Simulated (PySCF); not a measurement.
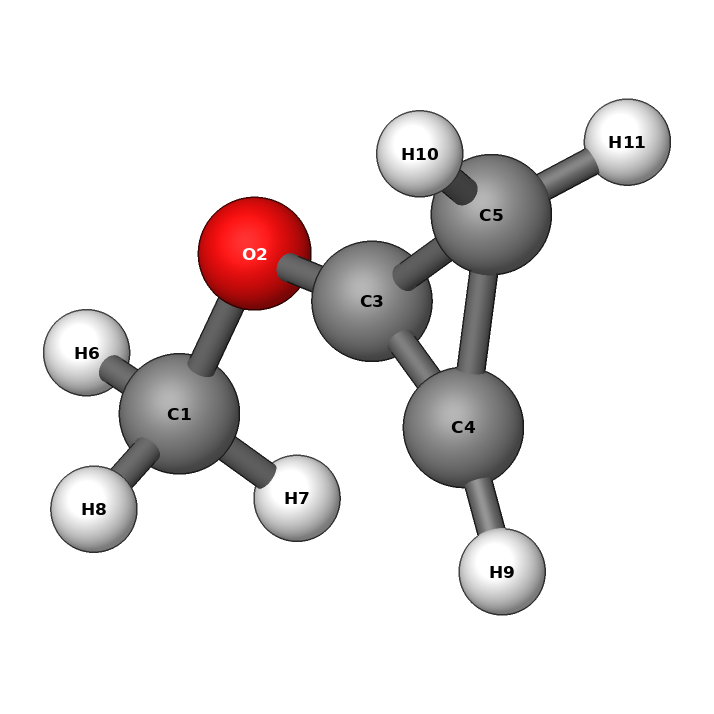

The computed structure is the end point of a GFN2-xTB optimisation. No frequency run is at hand to confirm it as a minimum. Level of theory: GIAO PBE0/pcSseg-1 NMR shielding, non-relativistic, gas phase (PySCF 2.14.0). Principal shieldings σ11 ≤ σ22 ≤ σ33, span Ω = σ33 − σ11, skew κ = 3(σiso − σ22)/Ω.

Give the shielding tensors of the O atoms.

```tsv
atom	σ11	σ22	σ33	σiso	Ω	κ
O2	110.4	268.6	338.7	239.3	228.3	−0.39
```

Shieldings and span in ppm.
